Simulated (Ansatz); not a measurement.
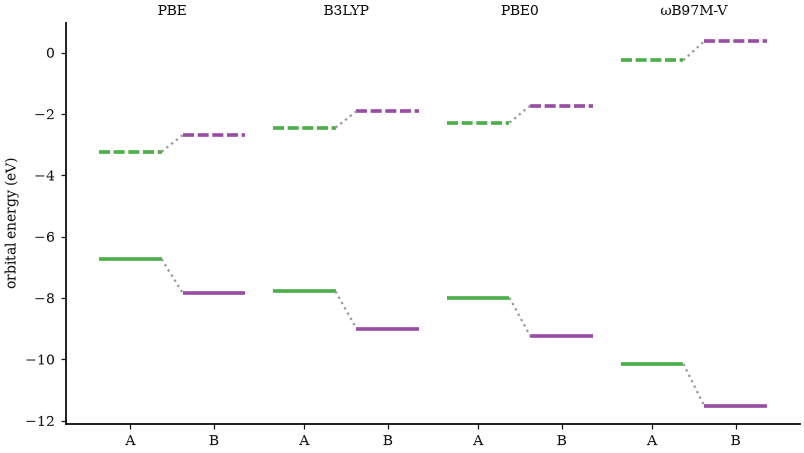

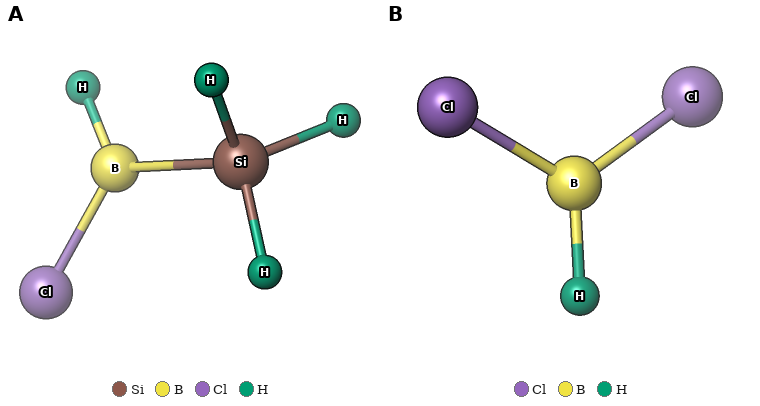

One change: A, BSiH₄Cl (SMILES [SiH3]BCl), becomes B, BHCl₂ (SMILES ClBCl). SiH₃ on B is replaced by Cl. HOMO (solid) and LUMO (dashed) computed in def2-TZVPP at PBE0-D4/def2-TZVP geometries, both minima by their frequencies, gas phase, the Ansatz code 0.2.0. Empty levels above zero depend strongly on the basis.

What does the change do to HOMO and LUMO?

Answer. PBE: the HOMO falls by 1.10 eV, the LUMO rises by 0.54 eV, and the separation goes from 3.50 to 5.14 eV. B3LYP: the HOMO falls by 1.21 eV, the LUMO rises by 0.53 eV, and the separation goes from 5.34 to 7.08 eV. PBE0: the HOMO falls by 1.26 eV, the LUMO rises by 0.55 eV, and the separation goes from 5.71 to 7.52 eV. ωB97M-V: the HOMO falls by 1.36 eV, the LUMO rises by 0.62 eV, and the separation goes from 9.90 to 11.88 eV.

Do the functionals agree on the effect?

Answer. They agree on the direction for both levels; the HOMO shift lies between −1.36 and −1.10 eV and the LUMO shift between 0.53 and 0.62 eV, while the separations themselves differ by up to 6.7 eV between functionals.
